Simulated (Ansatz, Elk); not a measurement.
**Bonding as seen by X-rays: LiMnNi**

The structure of LiMnNi used here is made up (a known structure type with other elements) and was relaxed beforehand with PBE. The aim is the Fourier transform of its all-electron density, F(hkl), set beside the sum over free spherical atoms that refinements use.

Main program and level: Elk 11.2.3 (patched build); DFT, PBE, all-electron APW+lo, Dirac cores, scalar-relativistic bands, static density, ferromagnetic start.

The structure was built from a prototype and need not be the compound's stable phase.

## (1) The structure

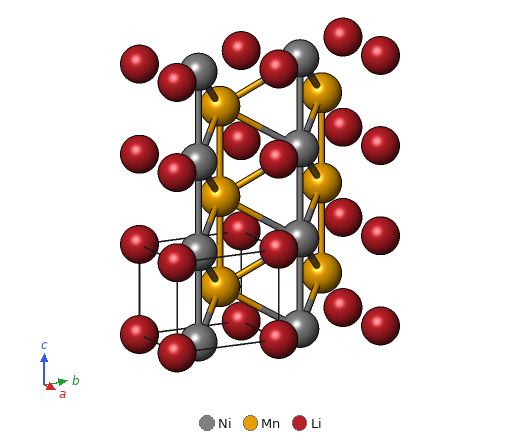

The cell as given, slightly off an axis (nickel grey, manganese orange, lithium red). 1×2×3 cells are drawn. Some periodic images of atoms are drawn too.

## (2) Ground state and structure factors

An all-electron density is needed, since X-rays see the cores too. Task 0 finds the density and task 195 Fourier-transforms it; tshift is off so that phases refer to the origin typed.

elk.in reads:

```
tasks
  0
  195
  196

xctype
  20

spinpol
  .true.

rgkmax
  7.0

gmaxvr
  14.0

lmaxo
  7

lmaxapw
  8

swidth
  0.002

tshift
  .false.

ramdisk
  .false.

hmaxvr
  5.5

maxscl
  120

epspot
  1e-06

reducebf
  0.8

sppath
  './'

avec
  7.73584804478 0.00000000000 0.00000000000
  -3.86792402239 6.69944092660 0.00000000000
  0.00000000000 0.00000000000 4.88105687407

atoms
  3
  'Ni.in'
  1
  0.6666666667 0.3333333333 0.0000000000   0.000000 0.000000 -0.030000
  'Mn.in'
  1
  0.3333333333 0.6666666667 0.5000000000   0.000000 0.000000 -0.175000
  'Li.in'
  1
  0.0000000000 -0.0000000000 0.0000000000   0.000000 0.000000 0.000000

ngridk
  6 6 7
```

Launch:

```
OMP_NUM_THREADS=4 elk
```

Numbers of over 12 decimals in the logs are rounded to 6 here.

Output:

```text
┌─────────────────────────┐
│ Elk code version 11.2.3 │
└─────────────────────────┘

All units are atomic (Hartree, Bohr, etc.)

┌─────────────────────────────────────────────────┐
│ Ground-state run starting from atomic densities │
└─────────────────────────────────────────────────┘

Lattice vectors :
   7.735848045       0.000000000       0.000000000
  -3.867924022       6.699440927       0.000000000
   0.000000000       0.000000000       4.881056874

Reciprocal lattice vectors :
  0.8122167435      0.4689335555      -0.000000000
   0.000000000      0.9378671110       0.000000000
   0.000000000      -0.000000000       1.287259188

Unit cell volume      :    252.9649555
Brillouin zone volume :   0.9805714508

Muffin-tin inner radius fraction :   0.1000000000E-01

Nuclei treated as point charges

Species : 1 (Ni)
 parameters loaded from : Ni.in
 name : nickel
 nuclear charge    :   -28.00000000
 electronic charge :    28.00000000
 atomic mass :    106991.5231
 muffin-tin radius :    2.400000000
 number of radial points in muffin-tin :    993
 inner part over the whole radius :   0.9944305101E-02
 number on inner part of muffin-tin    :    701
 approximate nuclear radius :   0.7325707712E-04
 number of mesh points to nuclear radius :    335
 atomic positions (lattice), magnetic fields (Cartesian) :
  1 :   0.66666667  0.33333333  0.00000000    0.00000000  0.00000000 -0.03000000

Species : 2 (Mn)
 parameters loaded from : Mn.in
 name : manganese
 nuclear charge    :   -25.00000000
 electronic charge :    25.00000000
 atomic mass :    100145.9370
 muffin-tin radius :    2.400000000
 number of radial points in muffin-tin :    993
 inner part over the whole radius :   0.9953723401E-02
 number on inner part of muffin-tin    :    700
 approximate nuclear radius :   0.7074591925E-04
 number of mesh points to nuclear radius :    330
 atomic positions (lattice), magnetic fields (Cartesian) :
  1 :   0.33333333  0.66666667  0.50000000    0.00000000  0.00000000 -0.17500000

Species : 3 (Li)
 parameters loaded from : Li.in
 name : lithium
 nuclear charge    :   -3.000000000
 electronic charge :    3.000000000
 atomic mass :    12652.66898
 muffin-tin radius :    1.800000000
 number of radial points in muffin-tin :    593
 inner part over the whole radius :   0.9806707936E-02
 number on inner part of muffin-tin    :    401
 approximate nuclear radius :   0.4000070961E-04
 number of mesh points to nuclear radius :    148
 atomic positions (lattice), magnetic fields (Cartesian) :
  1 :   0.00000000  0.00000000  0.00000000    0.00000000  0.00000000  0.00000000

Total number of atoms per unit cell :    3
Total muffin-tin volume :    140.2406961
 ratio of muffin-tin to unit cell volume :   0.5543878430

Spin treatment :
 spin-polarised
 global magnetic field (Cartesian) :    0.000000000       0.000000000       0.000000000
 collinear magnetisation in z-direction

Number of Bravais lattice symmetries :   24
Number of crystal symmetries         :   12
Crystal has no inversion symmetry
Complex Hermitian eigensolver will be used

k-point grid :      6     6     7
k-point offset :    0.000000000       0.000000000       0.000000000
k-point set is reduced with full crystal symmetry group
Total number of k-points :       40

Muffin-tin radius times maximum |G+k| :    7.000000000
 using average radius
Maximum |G+k| for APW functions       :    3.181818182
Maximum (1/2)|G+k|²                   :    5.061983471
Maximum |G| for potential and density :    14.00000000
Constant for pseudocharge density :    8
 order of it for each species :   15  15  15
 order of it for pair densities of each species (exact exchange by exxq0 0: 16) :   12  12   5
Radial integration step length :    1

G-vector grid sizes :     35    35    24
Number of G-vectors :    11673

Maximum angular momentum used for
 APW functions            :    8
 outer part of muffin-tin :    7
 inner part of muffin-tin :    2

Total nuclear charge    :   -56.00000000
Total core charge       :    22.00000000
[...]
Absolute change in total energy (target)   :   0.4530324113     (  0.1000000000E-03)

[... loops 3 to 29 left out ...]

┌──────────────────┐
│ Loop number : 30 │
└──────────────────┘

Energies :
 Fermi                       :     0.200484
 sum of occupied eigenvalues :     -1553.5574659706
 electron kinetic            :      2725.6647493145
 core electron kinetic       :      2440.6921029724
 Coulomb                     :     -5294.8219296849
 Coulomb potential           :     -4126.2661664057
 nuclear-nuclear             :     -403.96709226471
 electron-nuclear            :     -5668.5148053206
 Hartree                     :      777.65996790036
 Madelung                    :     -3231.6888464821
 xc potential                :     -152.72136037048
 xc effective B-field        :    -0.234686
 external B-field            :      0.000000
 exchange                    :     -115.29810783669
 correlation                 :     -2.535515
 electron entropic           :    -0.94344458209258E-03
 total energy                :     -2686.9917466709
 (external B-field energy excluded from total)

Density of states at Fermi energy :    74.02201683
 (states/Hartree/unit cell)

Estimated indirect band gap :   0.6991850525E-03
 from k-point 3 to k-point 16
Estimated direct band gap   :   0.1398318234E-02
 at k-point 3

Charges :
 core                        :    22.00000000
 valence                     :    34.00000000
 interstitial                :    2.719153444
 muffin-tins (core leakage)
  species : 1 (Ni)
   atom 1                    :    27.26956212     (  0.2767100862E-03)
  species : 2 (Mn)
   atom 1                    :    23.75667562     ( -0.2246776702E-06)
  species : 3 (Li)
   atom 1                    :    2.254608814     (   0.000000000    )
 total in muffin-tins        :    53.28084656
 total calculated charge     :    55.99954891
 total charge                :    56.00000000
 error                       :   0.4510914660E-03

Moments :
 interstitial                :   0.4638981676E-01
 muffin-tins
  species : 1 (Ni)
[...]
species : 2 (Mn)
[...]
species : 3 (Li)
[...]
total in muffin-tins        :    3.949164829
 total moment                :    3.995554645

RMS change in Kohn-Sham potential (target) :   0.9361806068E-06 (  0.1000000000E-05)
Absolute change in total energy (target)   :   0.1187783710E-05 (  0.1000000000E-03)

Convergence targets achieved

┌──────────────────┐
│ Loop number : 31 │
└──────────────────┘

Energies :
 Fermi                       :     0.200484
 sum of occupied eigenvalues :     -1553.5574720506
 electron kinetic            :      2725.6647559036
 core electron kinetic       :      2440.6921034599
 Coulomb                     :     -5294.8219362652
 Coulomb potential           :     -4126.2661747164
 nuclear-nuclear             :     -403.96709226471
 electron-nuclear            :     -5668.5148083858
 Hartree                     :      777.65996438531
 Madelung                    :     -3231.6888489070
 xc potential                :     -152.72136104072
 xc effective B-field        :    -0.234690
 external B-field            :      0.000000
 exchange                    :     -115.29810985784
 correlation                 :     -2.535515
 electron entropic           :    -0.94350838446201E-03
 total energy                :     -2686.9917485778
 (external B-field energy excluded from total)

Density of states at Fermi energy :    74.02870394
 (states/Hartree/unit cell)

Estimated indirect band gap :   0.6985624586E-03
 from k-point 3 to k-point 16
Estimated direct band gap   :   0.1395683537E-02
 at k-point 3

Charges :
 core                        :    22.00000000
 valence                     :    34.00000000
 interstitial                :    2.719155077
 muffin-tins (core leakage)
  species : 1 (Ni)
   atom 1                    :    27.26956145     (  0.2767098992E-03)
  species : 2 (Mn)
   atom 1                    :    23.75667455     ( -0.2246777164E-06)
  species : 3 (Li)
   atom 1                    :    2.254608929     (   0.000000000    )
 total in muffin-tins        :    53.28084492
 total calculated charge     :    55.99954892
 total charge                :    56.00000000
 error                       :   0.4510777215E-03

Moments :
 interstitial                :   0.4637767654E-01
 muffin-tins
  species : 1 (Ni)
   atom 1                    :   0.4536730539
  species : 2 (Mn)
   atom 1                    :    3.508446587
  species : 3 (Li)
   atom 1                    :  -0.1289012648E-01
 total in muffin-tins        :    3.949229514
 total moment                :    3.995607191

┌──────────────────────────────┐
│ Self-consistent loop stopped │
└──────────────────────────────┘

Warning : core states of species 1 leak from the muffin-tin :   0.2767098992E-03

Wrote STATE.OUT
```

Run time: 2 min. Hardware: 4 threads of Arm Neoverse V2, shared host; peak memory 0.26 GiB; 7.4 min of CPU time.

SFACRHO.OUT:

```text

h k l indices transformed by vhmat matrix:
   1.000000000       0.000000000       0.000000000    
   0.000000000       1.000000000       0.000000000    
   0.000000000       0.000000000       1.000000000    

      h      k      l  multipl.   |H|            Re(F)            Im(F)           |F|

      0      0      0      1   0.0000000       56.000000     -0.18833225E-16   56.000000    
     -1      1      0      3  0.93786711      -20.828970      -2.8651373       21.025104    
      1     -1      0      3  0.93786711      -20.828970       2.8651373       21.025104    
      0      0      1      2   1.2872592       5.0757795      0.23116474E-14   5.0757795    
      0     -1      1      6   1.5926804      0.93472566E-01  -33.135695       33.135827    
     -1      0      1      6   1.5926804      0.93472566E-01   33.135695       33.135827    
      2     -1      0      6   1.6244335       39.540880      0.18909410E-08   39.540880    
      0     -2      0      3   1.8757342      -16.168467       2.4942239       16.359721    
      2     -2      0      3   1.8757342      -16.168467      -2.4942239       16.359721    
     -1      2      1     12   2.0726361       4.2774926     -0.21219215E-07   4.2774926    
      0      2      1      6   2.2749539      0.49453756E-01  -27.562313       27.562358    
     -2      2      1      6   2.2749539      0.49453759E-01   27.562313       27.562358    
      3     -1      0      6   2.4813631      -13.692429      -2.2408863       13.874587    
      2     -3      0      6   2.4813631      -13.692429       2.2408863       13.874587    
      0      0      2      2   2.5745184       30.556682     -0.32385663E-14   30.556682    
      1      0      2      6   2.7400255      -12.740904      -2.1401402       12.919398    
     -1      0     -2      6   2.7400255      -12.740904       2.1401402       12.919398    
     -1      3      1     12   2.7953889      0.31072253E-03   23.818376       23.818376
```

Elk indexes on the primitive cell of elk.in and gives |H| = 4π sin θ/λ in inverse bohr. Below, one row stands for each form hkl of the conventional cell (m members, Friedel mates merged), F is for one primitive cell and the density is static (no thermal factor). Free-atom factors are Waasmaier and Kirfel's, and R is Σm||F|−|F'||/Σm|F|.

| hkl | m | sin θ/λ (Å⁻¹) | abs F, DFT | neutral atoms | diff. | abs of complex diff. |
| --- | --- | --- | --- | --- | --- | --- |
| 100 | 6 | 0.141 | 21.025 | 20.933 | +0.092 | 0.116 |
| 001 | 2 | 0.194 | 5.076 | 4.903 | +0.173 | 0.173 |
| 101 | 12 | 0.239 | 33.136 | 33.316 | -0.180 | 0.182 |
| 110 | 6 | 0.244 | 39.541 | 39.788 | -0.247 | 0.247 |
| 200 | 6 | 0.282 | 16.360 | 16.472 | -0.112 | 0.121 |
| 111 | 12 | 0.312 | 4.277 | 4.346 | -0.068 | 0.068 |
| 201 | 12 | 0.342 | 27.562 | 27.623 | -0.061 | 0.063 |
| 210 | 12 | 0.373 | 13.875 | 13.896 | -0.022 | 0.050 |
| 002 | 2 | 0.387 | 30.557 | 30.603 | -0.046 | 0.046 |
| 102 | 12 | 0.412 | 12.919 | 12.921 | -0.002 | 0.016 |
| 211 | 24 | 0.420 | 23.818 | 23.842 | -0.024 | 0.025 |
| 300 | 6 | 0.423 | 28.545 | 28.604 | -0.060 | 0.060 |
| 112 | 12 | 0.458 | 26.814 | 26.820 | -0.005 | 0.005 |
| 301 | 12 | 0.465 | 3.336 | 3.382 | -0.046 | 0.046 |

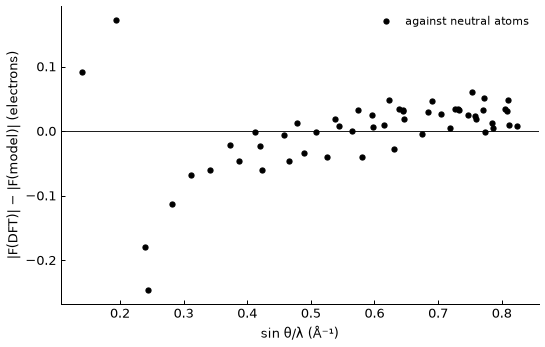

Difference between the calculated structure factors and the independent-atom ones.

## (3) The magnetisation density

The same run holds the spin density, and task 196 transforms it. The order is that of the start, and no other was tried.

SFACMAG_1.OUT:

```text

h k l indices transformed by vhmat matrix:
   1.000000000       0.000000000       0.000000000    
   0.000000000       1.000000000       0.000000000    
   0.000000000       0.000000000       1.000000000    

      h      k      l  multipl.   |H|            Re(F)            Im(F)           |F|

      0      0      0      1   0.0000000       3.9956074     -0.10987700E-16   3.9956074    
     -1      1      0      3  0.93786711      -1.6458780       2.1481317       2.7061751    
      1     -1      0      3  0.93786711      -1.6458780      -2.1481317       2.7061751    
      0      0      1      2   1.2872592      -1.9943594      0.29348855E-15   1.9943594    
      0     -1      1      6   1.5926804      0.77700028      -2.0632625       2.2047180    
     -1      0      1      6   1.5926804      0.77700028       2.0632625       2.2047180    
      2     -1      0      6   1.6244335       2.2468318     -0.94814968E-09   2.2468318    
      0     -2      0      3   1.8757342     -0.97894671      -1.0226707       1.4156949    
      2     -2      0      3   1.8757342     -0.97894670       1.0226707       1.4156949    
     -1      2      1     12   2.0726361      -1.0272219     -0.10569322E-08   1.0272219    
      0      2      1      6   2.2749539      0.42899197      -1.2007398       1.2750727    
     -2      2      1      6   2.2749539      0.42899197       1.2007398       1.2750727    
      3     -1      0      6   2.4813631     -0.56908479      0.61126115      0.83516327    
      2     -3      0      6   2.4813631     -0.56908479     -0.61126115      0.83516327    
      0      0      2      2   2.5745184       1.1764582     -0.23709522E-15   1.1764582    
      1      0      2      6   2.7400255     -0.50913363      0.50608197      0.71786908
```

The total moment is 4.00 μB a cell; sphere moments: Ni1 +0.45, Mn2 +3.51, Li3 -0.01 μB. Polarised neutrons measure spin and orbital magnetisation together; without spin-orbit coupling the run gives the spin part:

| hkl | sin θ/λ (Å⁻¹) | abs F_M (μB) |
| --- | --- | --- |
| 100 | 0.141 | 2.706 |
| 001 | 0.194 | 1.994 |
| 101 | 0.239 | 2.205 |
| 110 | 0.244 | 2.247 |
| 200 | 0.282 | 1.416 |
| 111 | 0.312 | 1.027 |
| 201 | 0.342 | 1.275 |
| 210 | 0.373 | 0.835 |
| 002 | 0.387 | 1.177 |
| 102 | 0.412 | 0.718 |
| 211 | 0.420 | 0.826 |
| 300 | 0.423 | 0.869 |
| 112 | 0.458 | 0.764 |
| 301 | 0.465 | 0.390 |

## (4) The highest occupied states alone

An energy window below the Fermi level keeps the highest occupied states, to see at which angles they scatter; shallow core shells can lie inside it and anion s states outside. No new self-consistency is needed.

elk.in, as its differences from that of step 2:

```diff
@@ -1,5 +1,3 @@
 tasks
-  0
   195
-  196
 
@@ -44,2 +42,5 @@
 
+wsfac
+  -0.167010 0.500480
+
 sppath
```

Launch:

```
OMP_NUM_THREADS=4 elk
```

Output:

```text
┌─────────────────────────────────┐
│ Elk code version 11.2.3 started │
└─────────────────────────────────┘

Info(readinput): the functional depends on the density's gradient
 muffin-tin radial points multiplied by    2.00000
 (not where nrmtscf is given)

┌────────────────────┐
│ Current task : 195 │
└────────────────────┘

Info(sfacrho): density structure factors written to SFACRHO.OUT

 Energy window :  -0.1670100000      0.5004800000

┌──────────────────┐
│ Elk code stopped │
└──────────────────┘
```

Elapsed: 3.7 s, on 4 threads; peak memory 0.16 GiB; 6.6 s of CPU time.

States within 10 eV below the Fermi level hold 18.00 electrons; any levels below the window count with the cores. Their amplitudes can exceed the total, where window and core parts have opposite phase:

| hkl | sin θ/λ (Å⁻¹) | abs F, window | abs F, all |
| --- | --- | --- | --- |
| 100 | 0.141 | 6.262 | 21.025 |
| 001 | 0.194 | 2.847 | 5.076 |
| 101 | 0.239 | 6.518 | 33.136 |
| 110 | 0.244 | 7.194 | 39.541 |
| 200 | 0.282 | 3.567 | 16.360 |
| 111 | 0.312 | 1.935 | 4.277 |
| 201 | 0.342 | 4.254 | 27.562 |
| 210 | 0.373 | 2.485 | 13.875 |
| 002 | 0.387 | 3.932 | 30.557 |
| 102 | 0.412 | 2.113 | 12.919 |

[end of part 1 of 2]

[Logs are printed without paths, hosts, clocks, repeated set-up lines and the standing remarks that a program may print on its own settings, such as how far it seeks lower states.]

[Hosts, paths, dates, database ids (printed as entryN), source tags and the programs' standing remarks are cut or masked in the printed files.]
